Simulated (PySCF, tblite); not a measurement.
# C₃H₁₀AlFO: a rotation path, then NMR shifts on frames, part 2 of 2

tblite 0.8.0 and PySCF 2.14.0. Atoms count from 0. The steps go on from the part before.

### Step 5. NMR shieldings: image 5, PBE0/pcSseg-1

Job settings and geometry (Å):

```
{"job": {"kind": "nmr", "xc": "PBE0", "basis": "pcSseg-1", "pop": false}, "charge": 0, "multiplicity": 1}
C     -0.263800     1.489800    -0.791900
O     -0.498200     0.296100    -0.071800
Al    -1.945100    -0.918900    -0.024500
C      0.523400    -0.074700     0.826300
C      1.751400    -0.659100     0.120200
F      2.884100    -0.280400     0.792700
H     -0.103700     2.324800    -0.103600
H      0.600600     1.392200    -1.452400
H     -1.156800     1.666800    -1.388900
H     -1.137200    -2.225200    -0.391300
H     -2.798700    -0.198900    -1.130000
H     -2.346300    -0.754000     1.493800
H      0.832000     0.793400     1.423300
H      0.067800    -0.819200     1.487400
H      1.851100    -0.273100    -0.899400
H      1.731600    -1.750700     0.098600
```

Method: GIAO PBE0/pcSseg-1 NMR shielding, non-relativistic, gas phase.

What it wrote:

```text
coarse grid: 13256 points
cycle   1  E = -537.2031566837  dE =  4.558e-01  |g| = 5.631e-01  |ddm| = 3.237e+00
cycle   2  E = -537.1717682139  dE =  3.139e-02  |g| = 7.512e-01  |ddm| = 7.806e-01
cycle   3  E = -537.2581078516  dE = -8.634e-02  |g| = 6.172e-02  |ddm| = 4.426e-01
cycle   4  E = -537.2587913543  dE = -6.835e-04  |g| = 1.445e-02  |ddm| = 4.794e-02
cycle   5  E = -537.2588217412  dE = -3.039e-05  |g| = 7.491e-03  |ddm| = 1.380e-02
cycle   6  E = -537.2588300336  dE = -8.292e-06  |g| = 1.559e-03  |ddm| = 5.321e-03
final grid: 122048 points
cycle   7  E = -537.3108981916  dE = -3.094e-05  |g| = 1.159e-02  |ddm| = 2.038e-02
cycle   8  E = -537.3108765644  dE =  2.163e-05  |g| = 1.630e-02  |ddm| = 1.390e-02
cycle   9  E = -537.3109220742  dE = -4.551e-05  |g| = 1.185e-03  |ddm| = 8.446e-03
cycle  10  E = -537.3109223832  dE = -3.090e-07  |g| = 1.751e-04  |ddm| = 1.072e-03
cycle  11  E = -537.3109223890  dE = -5.746e-09  |g| = 7.217e-05  |ddm| = 1.628e-04
cycle  12  E = -537.3109223896  dE = -6.887e-10  |g| = 2.326e-05  |ddm| = 4.940e-05
converged SCF energy = -537.3109223896

GIAO shielding tensors (ppm)
atom      isotropic    diamagn.    paramagn.     s11        s22        s33       span
  0 C      127.086     245.717    -118.632     87.620    108.729    184.909     97.289
  1 O      330.032     401.923     -71.891    298.264    313.284    378.549     80.285
  2 Al     402.416     796.067    -393.650    371.388    399.854    436.007     64.618
  3 C      110.438     247.169    -136.731     79.344     94.690    157.280     77.936
  4 C      107.569     245.316    -137.747     71.423     82.486    168.796     97.373
  5 F      426.145     468.710     -42.565    372.828    420.383    485.224    112.396
  6 H       28.351      29.491      -1.140     24.925     25.569     34.560      9.635
  7 H       27.705      30.289      -2.584     23.642     26.183     33.291      9.649
  8 H       27.284      29.408      -2.124     22.757     26.094     33.000     10.243
  9 H       27.552      30.823      -3.271     23.790     27.297     31.570      7.780
 10 H       27.581      30.649      -3.068     24.000     26.802     31.941      7.942
 11 H       27.313      30.166      -2.853     24.081     26.337     31.522      7.441
 12 H       28.061      30.910      -2.848     24.410     27.520     32.254      7.844
 13 H       26.397      30.708      -4.312     22.111     27.079     30.000      7.889
 14 H       26.848      30.562      -3.714     23.278     27.466     29.799      6.521
 15 H       26.414      28.938      -2.524     22.006     27.384     29.852      7.846
```

It took 57 s on 1 thread, shared host.

In short: δ C4 79.4, C3 76.5, C0 59.8, O1 6.0, H13 5.32, H15 5.30 ppm.

### Step 6. NMR shieldings: image 6, PBE0/pcSseg-1

Job settings and geometry (Å):

```
{"job": {"kind": "nmr", "xc": "PBE0", "basis": "pcSseg-1", "pop": false}, "charge": 0, "multiplicity": 1}
C     -0.278900     1.479200    -0.815900
O     -0.497900     0.294600    -0.075800
Al    -1.937700    -0.929200     0.000600
C      0.532000    -0.052300     0.821100
C      1.756400    -0.640200     0.114600
F      2.851200    -0.490700     0.923100
H     -0.118800     2.325500    -0.141700
H      0.578900     1.377000    -1.484000
H     -1.178800     1.640900    -1.406900
H     -1.126700    -2.236600    -0.352600
H     -2.802000    -0.230400    -1.110600
H     -2.331400    -0.741700     1.517800
H      0.837000     0.825600     1.405500
H      0.093100    -0.795900     1.495600
H      1.983500    -0.109700    -0.816100
H      1.632500    -1.707200    -0.086300
```

Method: GIAO PBE0/pcSseg-1 NMR shielding, non-relativistic, gas phase.

What it wrote:

```text
coarse grid: 13256 points
cycle   1  E = -537.2043466882  dE =  4.570e-01  |g| = 5.589e-01  |ddm| = 3.240e+00
cycle   2  E = -537.1744048201  dE =  2.994e-02  |g| = 7.418e-01  |ddm| = 7.850e-01
cycle   3  E = -537.2585743727  dE = -8.417e-02  |g| = 6.185e-02  |ddm| = 4.441e-01
cycle   4  E = -537.2592576206  dE = -6.832e-04  |g| = 1.375e-02  |ddm| = 4.723e-02
cycle   5  E = -537.2592852571  dE = -2.764e-05  |g| = 7.282e-03  |ddm| = 1.349e-02
cycle   6  E = -537.2592931156  dE = -7.858e-06  |g| = 1.563e-03  |ddm| = 5.249e-03
final grid: 122048 points
cycle   7  E = -537.3116582061  dE = -3.167e-05  |g| = 1.176e-02  |ddm| = 2.095e-02
cycle   8  E = -537.3116358846  dE =  2.232e-05  |g| = 1.655e-02  |ddm| = 1.411e-02
cycle   9  E = -537.3116827709  dE = -4.689e-05  |g| = 1.189e-03  |ddm| = 8.561e-03
cycle  10  E = -537.3116830829  dE = -3.120e-07  |g| = 1.811e-04  |ddm| = 1.084e-03
cycle  11  E = -537.3116830890  dE = -6.108e-09  |g| = 7.705e-05  |ddm| = 1.740e-04
cycle  12  E = -537.3116830898  dE = -7.997e-10  |g| = 2.323e-05  |ddm| = 5.259e-05
converged SCF energy = -537.3116830898

GIAO shielding tensors (ppm)
atom      isotropic    diamagn.    paramagn.     s11        s22        s33       span
  0 C      126.610     245.765    -119.155     87.379    107.254    185.196     97.816
  1 O      333.025     401.976     -68.951    298.881    320.887    379.307     80.426
  2 Al     401.996     796.077    -394.081    371.718    398.364    435.906     64.188
  3 C      112.075     247.270    -135.195     80.991     93.927    161.306     80.314
  4 C      109.173     245.523    -136.350     73.274     82.374    171.871     98.597
  5 F      437.132     468.209     -31.077    391.494    433.655    486.247     94.753
  6 H       28.343      29.508      -1.165     24.905     25.559     34.567      9.662
  7 H       27.781      30.394      -2.613     23.518     26.308     33.517      9.999
  8 H       27.263      29.428      -2.165     22.773     26.051     32.965     10.192
  9 H       27.500      30.811      -3.311     23.755     27.260     31.485      7.730
 10 H       27.573      30.664      -3.092     24.007     26.799     31.913      7.905
 11 H       27.295      30.161      -2.866     24.047     26.338     31.501      7.454
 12 H       28.104      30.944      -2.840     24.549     27.576     32.186      7.637
 13 H       26.519      30.655      -4.136     22.339     27.193     30.026      7.687
 14 H       26.823      30.452      -3.629     22.751     27.528     30.191      7.439
 15 H       26.461      29.178      -2.717     22.267     27.394     29.721      7.454
```

It took 55 s on 1 thread, shared host.

Key values: δ C4 77.8, C3 74.9, C0 60.3, O1 3.1, H15 5.26, H13 5.20 ppm.

### Step 7. NMR shieldings: image 8, PBE0/pcSseg-1

Job settings and geometry (Å):

```
{"job": {"kind": "nmr", "xc": "PBE0", "basis": "pcSseg-1", "pop": false}, "charge": 0, "multiplicity": 1}
C     -0.315500     1.449500    -0.868500
O     -0.490300     0.291300    -0.077200
Al    -1.920800    -0.937600     0.047800
C      0.554300    -0.012400     0.816300
C      1.784000    -0.591000     0.115900
F      2.709300    -0.932000     1.063400
H     -0.133100     2.322100    -0.236000
H      0.503600     1.330300    -1.580500
H     -1.250500     1.578800    -1.411800
H     -1.114200    -2.256800    -0.268000
H     -2.786000    -0.268200    -1.081600
H     -2.309900    -0.699800     1.557400
H      0.831000     0.873400     1.401200
H      0.144700    -0.773300     1.491800
H      2.269400     0.133400    -0.547100
H      1.516700    -1.498800    -0.434500
```

Method: GIAO PBE0/pcSseg-1 NMR shielding, non-relativistic, gas phase.

What it wrote:

```text
coarse grid: 13256 points
cycle   1  E = -537.2060871968  dE =  4.590e-01  |g| = 5.572e-01  |ddm| = 3.242e+00
cycle   2  E = -537.1766080566  dE =  2.948e-02  |g| = 7.388e-01  |ddm| = 8.058e-01
cycle   3  E = -537.2602552202  dE = -8.365e-02  |g| = 6.161e-02  |ddm| = 4.560e-01
cycle   4  E = -537.2609301887  dE = -6.750e-04  |g| = 1.270e-02  |ddm| = 4.620e-02
cycle   5  E = -537.2609541056  dE = -2.392e-05  |g| = 6.903e-03  |ddm| = 1.296e-02
cycle   6  E = -537.2609612390  dE = -7.133e-06  |g| = 1.543e-03  |ddm| = 5.097e-03
final grid: 122048 points
cycle   7  E = -537.3124753200  dE = -2.918e-05  |g| = 1.181e-02  |ddm| = 2.174e-02
cycle   8  E = -537.3124527585  dE =  2.256e-05  |g| = 1.662e-02  |ddm| = 1.436e-02
cycle   9  E = -537.3125002142  dE = -4.746e-05  |g| = 1.203e-03  |ddm| = 8.660e-03
cycle  10  E = -537.3125005339  dE = -3.197e-07  |g| = 1.657e-04  |ddm| = 1.075e-03
cycle  11  E = -537.3125005389  dE = -5.047e-09  |g| = 7.716e-05  |ddm| = 1.752e-04
cycle  12  E = -537.3125005397  dE = -8.221e-10  |g| = 2.345e-05  |ddm| = 5.534e-05
converged SCF energy = -537.3125005397

GIAO shielding tensors (ppm)
atom      isotropic    diamagn.    paramagn.     s11        s22        s33       span
  0 C      125.192     245.778    -120.585     88.031    102.512    185.035     97.004
  1 O      333.683     401.943     -68.259    300.284    322.388    378.378     78.094
  2 Al     401.958     796.104    -394.147    370.701    399.132    436.040     65.339
  3 C      113.981     247.352    -133.372     84.917     92.521    164.504     79.587
  4 C      107.736     245.344    -137.607     72.506     83.247    167.456     94.950
  5 F      446.256     467.679     -21.423    410.282    447.489    480.997     70.715
  6 H       28.295      29.557      -1.262     24.913     25.500     34.471      9.558
  7 H       28.053      30.452      -2.398     23.693     26.305     34.162     10.469
  8 H       27.146      29.497      -2.352     22.649     25.985     32.804     10.154
  9 H       27.383      30.697      -3.314     23.760     27.106     31.284      7.524
 10 H       27.582      30.740      -3.158     24.031     26.845     31.872      7.841
 11 H       27.300      30.199      -2.899     24.010     26.349     31.541      7.531
 12 H       27.998      30.848      -2.850     24.616     27.418     31.960      7.345
 13 H       26.856      30.723      -3.867     22.535     27.671     30.362      7.827
 14 H       26.731      29.828      -3.096     22.156     27.807     30.232      8.076
 15 H       26.582      29.651      -3.069     22.964     27.483     29.299      6.335
```

Run time: 56 s. Hardware: 1 thread, shared host.

In short: δ C4 79.2, C3 72.9, C0 61.7, O1 2.4, H15 5.14, H14 4.99 ppm.

### Step 8. Run by run: NMR shifts

Shifts (ppm) of some atoms, chosen among heavy atoms and hydrogens apart, with basis size and wall time:

```
  frame    C4    C3   H14   H13    O1   Al2      F5  functions  time
image 0  89.2  76.9  5.47  4.58  12.5  83.0  -241.2        159  61 s
image 2  87.7  79.4  5.10  5.05  14.5  84.4  -233.9        159  53 s
image 5  79.4  76.5  4.87  5.32   6.0  87.6  -255.2        159  57 s
image 6  77.8  74.9  4.89  5.20   3.1  88.0  -266.2        159  55 s
image 8  79.2  72.9  4.99  4.86   2.4  88.0  -275.3        159  56 s
```

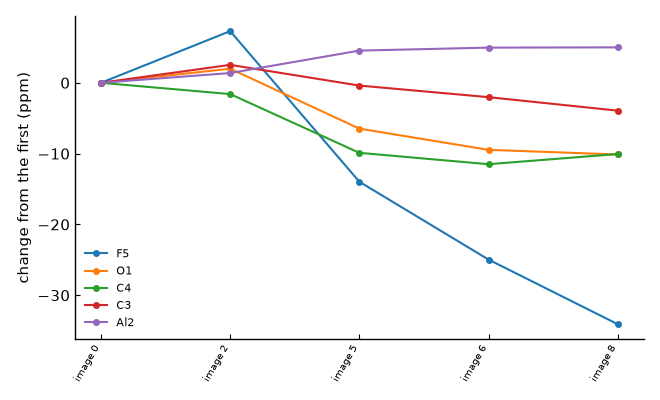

How five of the tabulated atoms move from run to run.

### Step 9. What came out

This closing draws on all 2 parts.

| quantity | value |
| --- | --- |
| barrier | 0.117 eV (2.7 kcal/mol) at image 5 |
| end to end (GFN2-xTB) | 0.095 eV |
| ¹³C shifts against TMS (PBE0/pcSseg-1, image 0) | 89.2, 76.9, 63.4 ppm |
| ¹H shifts against TMS (PBE0/pcSseg-1, image 0) | 5.47, 4.97, 4.58, 4.46, 4.28, 4.20, 4.20, 4.14, 3.94, 3.57 ppm |
| ¹⁷O shifts against H2O (PBE0/pcSseg-1, image 0) | 12.5 ppm |
| ²⁷Al shifts against AlH4- (PBE0/pcSseg-1, image 0) | 83.0 ppm |
| ¹⁹F shifts against CFCl3 (PBE0/pcSseg-1, image 0) | -241.2 ppm |
| range of the shift of F5 | -275.3 to -233.9 ppm |

What this shows: Along the band the dihedral turns by 104°, and the top (dihedral 145°) lies 2.7 kcal/mol above the start (GFN2-xTB, rough), so at room temperature this motion is fast. The top was not checked by a frequency run. Shifts at one fixed geometry are not the observed spectrum, which averages over the motion. In ppm, F5 moves most: its shift spreads over 41.4 ppm, from -275.3 (image 8) to -233.9 (image 2).
